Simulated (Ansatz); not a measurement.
System: C₉H₂₁Al, SMILES CC(C)[CH2][Al]([CH3])[CH2]C(C)C, singlet.

Hartree-Fock orbital energies near the frontier, HF/def2-TZVPP, the Ansatz code 0.2.0, at a PBE0-D4/def2-TZVP geometry (no frequency check), isolated molecule; empty levels in grey, levels within 0.03 eV side by side.

### Where do the frontier orbitals lie?

HOMO at −9.84 eV, LUMO at 2.56 eV, 12.40 eV apart.

### How far below the HOMO does the next level lie?

0.44 eV.

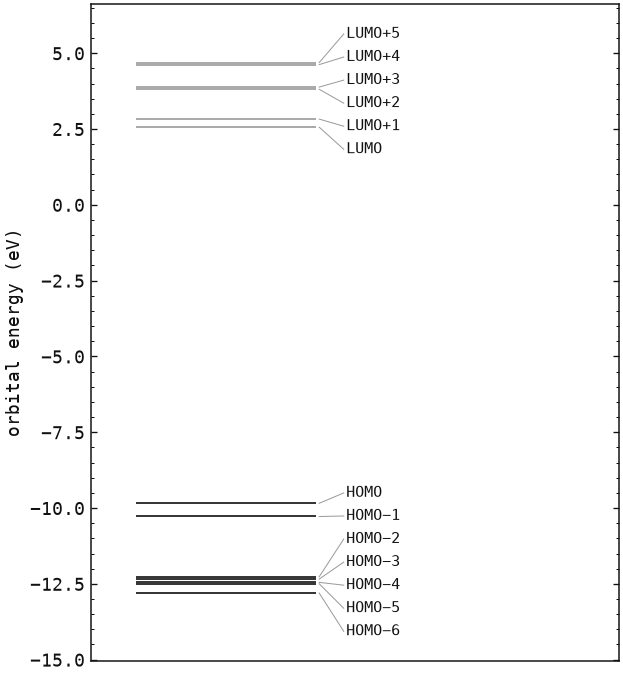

Known limits of this run: one conformer of a flexible molecule; empty levels above zero depend strongly on the basis.
